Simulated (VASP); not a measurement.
**Ta3Ti2: structure and properties in VASP**

What structure does Ta3Ti2 take at this level, and what are its properties? The steps: rough relaxation of the start cell, full relaxation (PBE + D3), second relaxation, density, ELF and potential (PBE + D3), bands along the symmetry lines (PBE + D3), density of states (PBE + D3), volume scan with PBE + D3 and fit for PBE + D3. The cell is invented: other elements were put on sites of a known structure type. It may not be a known or stable phase.

Main program and level: VASP 6.6.1; PBE with D3; plane waves and PAW (Ti_sv, Ta_pv); invented cell.

## 1. The starting structure

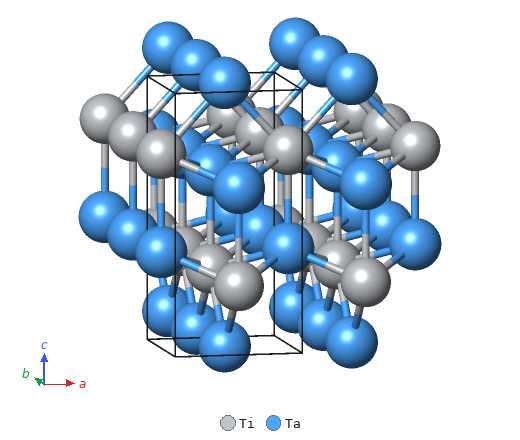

The starting structure, seen slightly off an axis (titanium light grey, tantalum blue). 2×3×1 cells are drawn. Some periodic images of atoms are drawn too.

Coordinates:

```
Ti Ta
1.0
     3.28659    0.00000    0.00000
     0.00000    3.28659    0.00000
     0.00000    0.00000    6.71799
Ti Ta
2 3
Cartesian
  1.6433 0.0000 1.7612
  0.0000 1.6433 4.9568
  0.0000 1.6433 2.4538
  1.6433 0.0000 4.2642
  1.6433 1.6433 0.0000
```

## 2. Rough relaxation of the start cell

The start is only an estimate, so a cheap relaxation brings it near a minimum before any careful run. PBE, the usual starting point, adds the gradient of the density. A dispersion term adds the long-range attraction that semilocal functionals lack. D3 makes the C6 coefficients depend on coordination; zero damping switches the term off at short range.

The input, INCAR:

```
SYSTEM = Ta3Ti2
PREC = Normal
ENCUT = 400
EDIFF = 1E-05
NELM = 60
ISMEAR = 1
SIGMA = 0.2
LREAL = .FALSE.
ALGO = Fast
GGA = PE
IVDW = 11
NBANDS = 35
LORBIT = 11
LWAVE = .FALSE.
LCHARG = .FALSE.
KPAR = 2
IBRION = 2
NSW = 40
ISIF = 3
EDIFFG = -0.04
```

The input, POSCAR:

```
Ta3Ti2
1.0
    3.2865904900      0.0000000000      0.0000000000
    0.0000000000      3.2865904900      0.0000000000
    0.0000000000      0.0000000000      6.7179861700
Ti Ta
2 3
Direct
    0.5000000000      0.0000000000      0.2621575700
    0.0000000000      0.5000000000      0.7378424300
    0.0000000000      0.5000000000      0.3652538100
    0.5000000000      0.0000000000      0.6347461900
    0.5000000000      0.5000000000      0.0000000000
```

The input, KPOINTS:

```
Automatic mesh
0
Gamma
5 5 3
0 0 0
```

The projector-augmented-wave data sets are Ti_sv and Ta_pv (PBE family, release 64).

Started as:

```bash
> mpirun -np 2 vasp_std
```

The program printed:

```text
[banner, memory and clock lines left out]
running    2 mpi-ranks, on    1 nodes
 distrk:  each k-point on    1 cores,    2 groups
 distr:  one band on    1 cores,    1 groups

 POSCAR found type information on POSCAR TiTa
 POSCAR found :  2 types and       5 ions
 LDA part: xc-table for (Slater+PW92), standard interpolation
 POSCAR, INCAR and KPOINTS ok, starting setup
 FFT: planning ... GRIDC
 FFT: planning ... GRID_SOFT
 FFT: planning ... GRID
 WAVECAR not read
 entering main loop
       N       E                     dE             d eps       ncg     rms          rms(c)
DAV:   1     0.658909391004E+03    0.65891E+03   -0.26865E+04   856   0.165E+03
DAV:   2     0.196055601261E+02   -0.63930E+03   -0.62922E+03   840   0.527E+02
DAV:   3    -0.398413195478E+02   -0.59447E+02   -0.57725E+02  1406   0.136E+02
DAV:   4    -0.446495025714E+02   -0.48082E+01   -0.47073E+01  1152   0.314E+01
DAV:   5    -0.448407714796E+02   -0.19127E+00   -0.19078E+00  1184   0.619E+00    0.368E+01
RMM:   6    -0.440415623779E+02    0.79921E+00   -0.11526E+01  1074   0.178E+01    0.179E+01
RMM:   7    -0.436500034856E+02    0.39156E+00   -0.45340E+00  1019   0.121E+01    0.121E+01
RMM:   8    -0.430044405462E+02    0.64556E+00   -0.12600E+00  1041   0.700E+00    0.174E+00
RMM:   9    -0.429817927042E+02    0.22648E-01   -0.39543E-01  1145   0.317E+00    0.111E+00
RMM:  10    -0.430169678645E+02   -0.35175E-01   -0.32251E-01  1165   0.234E+00    0.100E+00
RMM:  11    -0.430033391968E+02    0.13629E-01   -0.10597E-01  1096   0.204E+00    0.395E-01
RMM:  12    -0.430080853494E+02   -0.47462E-02   -0.49326E-02  1391   0.757E-01    0.522E-01
RMM:  13    -0.430095607797E+02   -0.14754E-02   -0.14381E-02  1400   0.377E-01    0.589E-01
RMM:  14    -0.430085908561E+02    0.96992E-03   -0.82659E-03  1168   0.443E-01    0.509E-01
RMM:  15    -0.430217751243E+02   -0.13184E-01   -0.83923E-02  1312   0.128E+00    0.126E+00
RMM:  16    -0.430084827651E+02    0.13292E-01   -0.39445E-02  1181   0.111E+00    0.438E-01
RMM:  17    -0.430125315316E+02   -0.40488E-02   -0.41399E-02  1169   0.766E-01    0.654E-01
RMM:  18    -0.430120695388E+02    0.46199E-03   -0.35545E-03  1130   0.258E-01    0.656E-01
WARNING in EDDRMM: call to ZHEGV failed, returncode =   6  3     22
RMM:  19    -0.430123346613E+02   -0.26512E-03   -0.14252E-03  1181   0.125E-01    0.642E-01
RMM:  20    -0.430106316148E+02    0.17030E-02   -0.13023E-03  1118   0.183E-01    0.525E-01
RMM:  21    -0.430092694255E+02    0.13622E-02   -0.30338E-03  1177   0.234E-01    0.381E-01
RMM:  22    -0.430086126323E+02    0.65679E-03   -0.51936E-03  1190   0.319E-01    0.167E-01
RMM:  23    -0.430086934597E+02   -0.80827E-04   -0.11940E-03  1141   0.116E-01    0.136E-01
RMM:  24    -0.430087098522E+02   -0.16392E-04   -0.27109E-04   928   0.555E-02    0.155E-01
RMM:  25    -0.430087295386E+02   -0.19686E-04   -0.20641E-04   897   0.503E-02    0.155E-01
RMM:  26    -0.430087745255E+02   -0.44987E-04   -0.24532E-04   930   0.813E-02    0.861E-02
RMM:  27    -0.430087704921E+02    0.40334E-05   -0.12452E-04   756   0.466E-02    0.515E-02
RMM:  28    -0.430087651262E+02    0.53658E-05   -0.98255E-05   749   0.304E-02
   1 F= -.46219173E+02 E0= -.46212785E+02  d E =-.462192E+02
 curvature:   0.00 expect dE= 0.000E+00 dE for cont linesearch  0.000E+00
 trial: gam= 0.00000 g(F)=  0.367E+00 g(S)=  0.180E+02 ort = 0.000E+00 (trialstep = 0.100E+01)
 search vector abs. value=  0.183E+02
 bond charge predicted
       N       E                     dE             d eps       ncg     rms          rms(c)
DAV:   1    -0.273109942884E+03   -0.23010E+03   -0.65687E+03   934   0.850E+02    0.138E+02
RMM:   2    -0.333185196956E+02    0.23979E+03   -0.58584E+02  1018   0.264E+02    0.527E+01
RMM:   3    -0.103518496982E+02    0.22967E+02   -0.13689E+02  1173   0.959E+01    0.389E+01
RMM:   4     0.651795712742E+00    0.11004E+02   -0.26200E+02  1163   0.917E+01    0.982E+00
RMM:   5    -0.111715885440E+02   -0.11823E+02   -0.12212E+02  1180   0.372E+01    0.681E+00
RMM:   6    -0.168976836392E+02   -0.57261E+01   -0.66048E+01  1234   0.243E+01    0.761E+00
RMM:   7    -0.235289127363E+02   -0.66312E+01   -0.63654E+01  1408   0.202E+01    0.890E+00
RMM:   8    -0.299092462035E+02   -0.63803E+01   -0.59653E+01  1384   0.161E+01    0.110E+01
RMM:   9    -0.361897175638E+02   -0.62805E+01   -0.46786E+01  1248   0.182E+01    0.150E+01
RMM:  10    -0.501617952716E+02   -0.13972E+02   -0.63547E+01  1224   0.251E+01    0.243E+01
RMM:  11    -0.451707293873E+02    0.49911E+01   -0.26938E+01  1237   0.186E+01    0.189E+01
RMM:  12    -0.612572438541E+02   -0.16087E+02   -0.39721E+01  1291   0.255E+01    0.286E+01
RMM:  13    -0.714450861698E+02   -0.10188E+02   -0.37132E+01  1317   0.171E+01    0.367E+01
RMM:  14    -0.693291355618E+02    0.21160E+01   -0.17041E+01  1241   0.126E+01    0.328E+01
RMM:  15    -0.743487607351E+02   -0.50196E+01   -0.15045E+01  1296   0.119E+01    0.361E+01
RMM:  16    -0.764922519636E+02   -0.21435E+01   -0.16266E+01  1359   0.906E+00    0.352E+01
RMM:  17    -0.740387846032E+02    0.24535E+01   -0.84833E+00  1275   0.973E+00    0.354E+01
RMM:  18    -0.704146656578E+02    0.36241E+01   -0.75664E+00  1280   0.100E+01    0.331E+01
RMM:  19    -0.556950054550E+02    0.14720E+02   -0.14631E+01  1409   0.188E+01    0.250E+01
RMM:  20    -0.527086553222E+02    0.29864E+01   -0.15178E+01  1364   0.105E+01    0.233E+01
RMM:  21    -0.546969225437E+02   -0.19883E+01   -0.92097E+00  1301   0.842E+00    0.239E+01
RMM:  22    -0.544595025180E+02    0.23742E+00   -0.10703E+01  1299   0.796E+00    0.230E+01
RMM:  23    -0.527966635535E+02    0.16628E+01   -0.90683E+00  1286   0.849E+00    0.218E+01
RMM:  24    -0.523349425757E+02    0.46172E+00   -0.78237E+00  1290   0.734E+00    0.211E+01
RMM:  25    -0.530556146707E+02   -0.72067E+00   -0.70281E+00  1351   0.653E+00    0.213E+01
RMM:  26    -0.506265076534E+02    0.24291E+01   -0.72064E+00  1322   0.821E+00    0.197E+01
RMM:  27    -0.445694332056E+02    0.60571E+01   -0.10190E+01  1406   0.120E+01    0.159E+01
RMM:  28    -0.457859546708E+02   -0.12165E+01   -0.81076E+00  1312   0.685E+00    0.164E+01
RMM:  29    -0.457502422150E+02    0.35712E-01   -0.75825E+00  1308   0.651E+00    0.155E+01
RMM:  30    -0.458603669824E+02   -0.11012E+00   -0.74235E+00  1309   0.591E+00    0.154E+01
[...]
RMM:  49    -0.431996525816E+02   -0.11350E+00   -0.10729E+00  1398   0.193E+00    0.754E+00
RMM:  50    -0.431689613347E+02    0.30691E-01   -0.65612E-01  1400   0.209E+00    0.712E+00
RMM:  51    -0.432342799806E+02   -0.65319E-01   -0.65513E-01  1379   0.147E+00    0.722E+00
RMM:  52    -0.442773173212E+02   -0.10430E+01   -0.16273E+01  1538   0.203E+01    0.982E+00
RMM:  53    -0.440997077480E+02    0.17761E+00   -0.38074E+00  1502   0.498E+00    0.991E+00
RMM:  54    -0.441867096752E+02   -0.87002E-01   -0.27855E+00  1386   0.307E+00    0.107E+01
RMM:  55    -0.449250359809E+02   -0.73833E+00   -0.20017E+00  1469   0.312E+00    0.129E+01
RMM:  56    -0.446530087085E+02    0.27203E+00   -0.84975E-01  1387   0.217E+00    0.125E+01
RMM:  57    -0.447506430940E+02   -0.97634E-01   -0.10245E+00  1511   0.236E+00    0.128E+01
RMM:  58    -0.448932836332E+02   -0.14264E+00   -0.71289E-01  1414   0.155E+00    0.133E+01
RMM:  59    -0.450472537103E+02   -0.15397E+00   -0.44301E-01  1384   0.128E+00    0.138E+01
RMM:  60    -0.449159166674E+02    0.13134E+00   -0.35038E-01  1369   0.117E+00
|                                                                             |
|           W    W    AA    RRRRR   N    N  II  N    N   GGGG   !!!           |
|           W    W   A  A   R    R  NN   N  II  NN   N  G    G  !!!           |
|           W    W  A    A  R    R  N N  N  II  N N  N  G       !!!           |
|           W WW W  AAAAAA  RRRRR   N  N N  II  N  N N  G  GGG   !            |
|           WW  WW  A    A  R   R   N   NN  II  N   NN  G    G                |
|           W    W  A    A  R    R  N    N  II  N    N   GGGG   !!!           |
|                                                                             |
|     The electronic self-consistency was not achieved in the given           |
|     number of steps (NELM). The forces and other quantities evaluated       |
|     might not be reliable so examine the results carefully. If you find     |
|     spurious results, we suggest increasing NELM, if you were close to      |
|     convergence or switching to a different ALGO or adjusting the           |
|     density mixing parameters otherwise.                                    |
|                                                                             |

   2 F= -.46480552E+02 E0= -.46485294E+02  d E =-.261379E+00
[...]
|     The electronic self-consistency was not achieved in the given           |
[... from here on, the cycles between the ionic steps are left out ...]
   3 F= 0.11263517E+03 E0= 0.11265672E+03  d E =0.158854E+03
[...]
WARNING in EDDRMM: call to ZHEGV failed, returncode =   8  4     13
[...]
|     The electronic self-consistency was not achieved in the given           |
   4 F= -.41575353E+02 E0= -.41574611E+02  d E =0.464382E+01
   5 F= -.42897404E+02 E0= -.42899359E+02  d E =0.332177E+01
   6 F= -.43600251E+02 E0= -.43602916E+02  d E =0.261892E+01
   7 F= -.43942814E+02 E0= -.43945817E+02  d E =0.227636E+01
   8 F= -.44184992E+02 E0= -.44183636E+02  d E =-.242177E+00
[...]
WARNING in EDDRMM: call to ZHEGV failed, returncode =   6  3     19
   9 F= -.49506467E+02 E0= -.49509274E+02  d E =-.556365E+01
  10 F= -.49538705E+02 E0= -.49541256E+02  d E =-.559589E+01
  11 F= -.49538542E+02 E0= -.49541356E+02  d E =-.559573E+01
  12 F= -.49904891E+02 E0= -.49910174E+02  d E =-.366349E+00
  13 F= -.49904438E+02 E0= -.49905393E+02  d E =-.365895E+00
  14 F= -.50164489E+02 E0= -.50169979E+02  d E =-.625946E+00
  15 F= -.50373982E+02 E0= -.50377300E+02  d E =-.209493E+00
  16 F= -.50462835E+02 E0= -.50464090E+02  d E =-.298346E+00
  17 F= -.50640807E+02 E0= -.50645675E+02  d E =-.177971E+00
  18 F= -.50692738E+02 E0= -.50694212E+02  d E =-.229903E+00
  19 F= -.50710039E+02 E0= -.50707167E+02  d E =-.247204E+00
[...]
WARNING in EDDRMM: call to ZHEGV failed, returncode =   6  3     20
  20 F= -.50716815E+02 E0= -.50713867E+02  d E =-.253980E+00
  21 F= -.50765742E+02 E0= -.50766305E+02  d E =-.489268E-01
  22 F= -.50765809E+02 E0= -.50766446E+02  d E =-.489938E-01
  23 F= -.50797600E+02 E0= -.50798437E+02  d E =-.317905E-01
  24 F= -.50808444E+02 E0= -.50808710E+02  d E =-.426354E-01
  25 F= -.50832383E+02 E0= -.50832264E+02  d E =-.239383E-01
  26 F= -.50852099E+02 E0= -.50851626E+02  d E =-.436547E-01
  27 F= -.50853976E+02 E0= -.50853275E+02  d E =-.455320E-01
  28 F= -.50866429E+02 E0= -.50865978E+02  d E =-.124523E-01
  29 F= -.50870901E+02 E0= -.50871306E+02  d E =-.169243E-01
  30 F= -.50871168E+02 E0= -.50871879E+02  d E =-.171912E-01
  31 F= -.50879345E+02 E0= -.50880601E+02  d E =-.817705E-02
  32 F= -.50883615E+02 E0= -.50885263E+02  d E =-.124471E-01
  33 F= -.50884083E+02 E0= -.50885827E+02  d E =-.129152E-01
  34 F= -.50885189E+02 E0= -.50886950E+02  d E =-.110590E-02
  35 F= -.50885597E+02 E0= -.50887371E+02  d E =-.151365E-02
  36 F= -.50885377E+02 E0= -.50887188E+02  d E =-.129458E-02
  37 F= -.50885681E+02 E0= -.50887463E+02  d E =-.159785E-02
 curvature:  -0.12 expect dE=-0.179E-03 dE for cont linesearch -0.262E-06
 trial: gam= 0.56413 g(F)=  0.529E-03 g(S)=  0.103E-02 ort = 0.806E-04 (trialstep = 0.622E+00)
 search vector abs. value=  0.256E-02
 bond charge predicted
       N       E                     dE             d eps       ncg     rms          rms(c)
DAV:   1    -0.483734319260E+02   -0.10199E-01   -0.26130E-01   986   0.627E+00    0.535E-01
RMM:   2    -0.483718011656E+02    0.16308E-02   -0.35249E-02   992   0.138E+00    0.186E-01
RMM:   3    -0.483712346318E+02    0.56653E-03   -0.59590E-03  1071   0.572E-01    0.121E-01
RMM:   4    -0.483712011322E+02    0.33500E-04   -0.33455E-03  1158   0.377E-01    0.654E-02
RMM:   5    -0.483712817925E+02   -0.80660E-04   -0.93250E-04  1320   0.181E-01    0.432E-02
RMM:   6    -0.483713417368E+02   -0.59944E-04   -0.52247E-04  1219   0.996E-02    0.231E-02
RMM:   7    -0.483713698957E+02   -0.28159E-04   -0.20078E-04  1137   0.706E-02    0.187E-02
RMM:   8    -0.483713918661E+02   -0.21970E-04   -0.16599E-04  1052   0.525E-02    0.850E-03
RMM:   9    -0.483713994123E+02   -0.75462E-05   -0.78148E-05   982   0.411E-02
  38 F= -.50886111E+02 E0= -.50888018E+02  d E =-.429987E-03
 trial-energy change:   -0.000430  1 .order   -0.000463   -0.000999    0.000073
 step:   0.5796(harm=  0.5796)  dis= 0.00331  next Energy=   -50.886146 (dE=-0.465E-03)
 reached required accuracy - stopping structural energy minimisation
```

Run time: 2.4 min. Hardware: 2 MPI ranks of Intel Xeon 6975P-C (Granite Rapids), shared host; peak memory 0.32 GiB; 4.8 min of CPU time.

The logs omit lines about the potential files and the build; timing stands in the text.

OUTCAR, selected parts (step 2):

```text
ion  position               nearest neighbor table
   1  0.500  0.000  0.262-   5 2.41   5 2.41   3 2.42   3 2.42   3 2.42   3 2.42   4 2.50
   2  0.000  0.500  0.738-   5 2.41   5 2.41   4 2.42   4 2.42   4 2.42   4 2.42   3 2.50
   3  0.000  0.500  0.365-   1 2.42   1 2.42   1 2.42   1 2.42   2 2.50   4 2.95   4 2.95   4 2.95
                             4 2.95   5 2.95   5 2.95
   4  0.500  0.000  0.635-   2 2.42   2 2.42   2 2.42   2 2.42   1 2.50   3 2.95   3 2.95   3 2.95
                             3 2.95   5 2.95   5 2.95
   5  0.500  0.500  0.000-   1 2.41   2 2.41   1 2.41   2 2.41   3 2.95   4 2.95   4 2.95   3 2.95

  LATTYP: Found a simple tetragonal cell.
 ALAT       =     3.2865904900
 C/A-ratio  =     2.0440593954

 Subroutine GETGRP returns: Found  8 space group operations
 (whereof  8 operations were pure point group operations)

The static configuration has the point symmetry D_2d.

 Found     12 irreducible k-points:

   k-points           NKPTS =     12   k-points in BZ     NKDIM =     12   number of bands    NBANDS=     35

   dimension x,y,z NGX =    16 NGY =   16 NGZ =   36
   dimension x,y,z NGXF=    32 NGYF=   32 NGZF=   72

   ENCUT  =  400.0 eV  29.40 Ry    5.42 a.u.   5.36  5.36 10.96*2*pi/ulx,y,z

   NELECT =      57.0000    total number of electrons

 k-points in reciprocal lattice and weights: Automatic mesh
   0.00000000  0.00000000  0.00000000       0.013
   0.20000000  0.00000000  0.00000000       0.053
   0.40000000  0.00000000  0.00000000       0.053
   0.20000000  0.20000000  0.00000000       0.053
   0.40000000  0.20000000  0.00000000       0.107
   0.40000000  0.40000000  0.00000000       0.053
   0.00000000  0.00000000  0.33333333       0.027
   0.20000000  0.00000000  0.33333333       0.107
   0.40000000  0.00000000  0.33333333       0.107
   0.20000000  0.20000000  0.33333333       0.107
   0.40000000  0.20000000  0.33333333       0.213
   0.40000000  0.40000000  0.33333333       0.107

 Edisp (eV)   -2.52244

 average (electrostatic) potential at core
       1 -74.0575       2 -74.0575       3 -35.5360       4 -35.5360       5 -36.1513

 E-fermi :   6.4302

 k-point     1 :       0.0000    0.0000    0.0000
  band No.  band energies     occupation
    ...
     22       2.8759      2.00000
     23       3.7858      2.00000
     24       4.8422      2.00000
     25       4.9035      2.00000
     26       6.0281      2.01545
     27       6.7359     -0.05277
     28       6.7359     -0.05277
     29       7.0587     -0.00008
     30       7.0587     -0.00008
     31       8.1346     -0.00000
    ...

 k-point     2 :       0.2000    0.0000    0.0000
  band No.  band energies     occupation
    ...
     23       4.1378      2.00000
     24       5.1411      2.00000
     25       5.3241      2.00000
     26       5.6578      2.00000
     27       6.3746      1.45125
     28       6.5277      0.27416
     29       6.6724     -0.07085
     30       6.7866     -0.03027
     31       7.6110     -0.00000
     32       7.8060     -0.00000
    ...

 k-point     3 :       0.4000    0.0000    0.0000
  band No.  band energies     occupation
    ...
     24       5.1943      2.00000
     25       5.5374      2.00000
     26       5.9650      2.00486
     27       6.0602      2.02515
     28       6.2015      2.06867
     29       6.7855     -0.03073
     30       6.9535     -0.00136
     31       6.9881     -0.00058
     32       7.4228     -0.00000
     33       7.5656     -0.00000
    ...

 Edisp (eV)   -2.51471

  Total      -0.03129    -0.03129    -0.16892     0.00000     0.00000     0.00000
  in kB      -0.55168    -0.55168    -2.97795     0.00000     0.00000     0.00000
  external pressure =       -1.36 kB  Pullay stress =        0.00 kB

  energy-cutoff  :      400.00
  volume of cell :       90.88
      direct lattice vectors                 reciprocal lattice vectors
     3.073662768 -0.000000000  0.000000000     0.325344735  0.000000000  0.000000000
     0.000000000  3.073662768 -0.000000000    -0.000000000  0.325344735  0.000000000
     0.000000000 -0.000000000  9.619589286    -0.000000000  0.000000000  0.103954542

 POSITION                                       TOTAL-FORCE (eV/Angst)
 -----------------------------------------------------------------------------------
      1.53683     -0.00000      2.22297         0.000000     -0.000000      0.038198
      0.00000      1.53683      7.39662        -0.000000      0.000000     -0.038198
      0.00000      1.53683      3.94171        -0.000000      0.000000     -0.035833
      1.53683     -0.00000      5.67788        -0.000000     -0.000000      0.035833
      1.53683      1.53683      0.00000         0.000000     -0.000000      0.000000
 -----------------------------------------------------------------------------------
    total drift:                                0.000000      0.000000      0.000000

  FREE ENERGIE OF THE ION-ELECTRON SYSTEM (eV)
  ---------------------------------------------------
  free  energy   TOTEN  =       -50.8861106947 eV

  energy  without entropy=      -50.8918340269  energy(sigma->0) =      -50.88801847

 reached required accuracy - stopping structural energy minimisation

 total charge
# of ion       s       p       d       tot
------------------------------------------
    1        2.247   6.140   1.981  10.368
    2        2.247   6.140   1.981  10.368
    3        0.407   6.160   2.505   9.073
    4        0.407   6.160   2.505   9.073
    5        0.411   6.077   2.339   8.827
--------------------------------------------------
tot          5.719  30.677  11.312  47.708

[... 3 further parts left out ...]
```

CONTCAR:

```
Ta3Ti2
   1.00000000000000
     3.0736627678645152   -0.0000000000000000    0.0000000000000000
     0.0000000000000000    3.0736627678645152   -0.0000000000000000
     0.0000000000000000   -0.0000000000000000    9.6195892859364776
  Ti              Ta
     2     3
Direct
     0.5000000000000000    0.0000000000000000    0.2310881688528421
     0.0000000000000000    0.5000000000000000    0.7689118311471579
     0.0000000000000000    0.5000000000000000    0.4097589084000061
     0.5000000000000000    0.0000000000000000    0.5902410915999940
     0.5000000000000000    0.5000000000000000    0.0000000000000000
```

This run has no spin polarisation. Its electron count is odd, so without a moment it is a metal by construction. The k-mesh is coarse for a metal. This relaxation is a rough one on cheap settings, only to bring the start near its minimum. After so large a change of volume the plane waves of the start cell no longer fit, so the final stress carries a basis-set error. Dispersion corrections of this kind ignore metallic screening and tend to overbind metals. The run keeps the 8 symmetry operations of its start, so it cannot find a distortion of lower symmetry.

[end of part 1 of 6]

[Lines on the potential files, build, host, timing and source positions are cut from VASP's logs without a mark.]

[Logs are printed without paths, hosts, clocks, repeated set-up lines and the standing remarks that a program may print on its own settings, such as how far it seeks lower states.]

[Hosts, paths, dates, database ids (printed as entryN), source tags and the programs' standing remarks are cut or masked in the printed files.]

[A measured line is paired with the nearest computed mode of its activity, which favours agreement.]
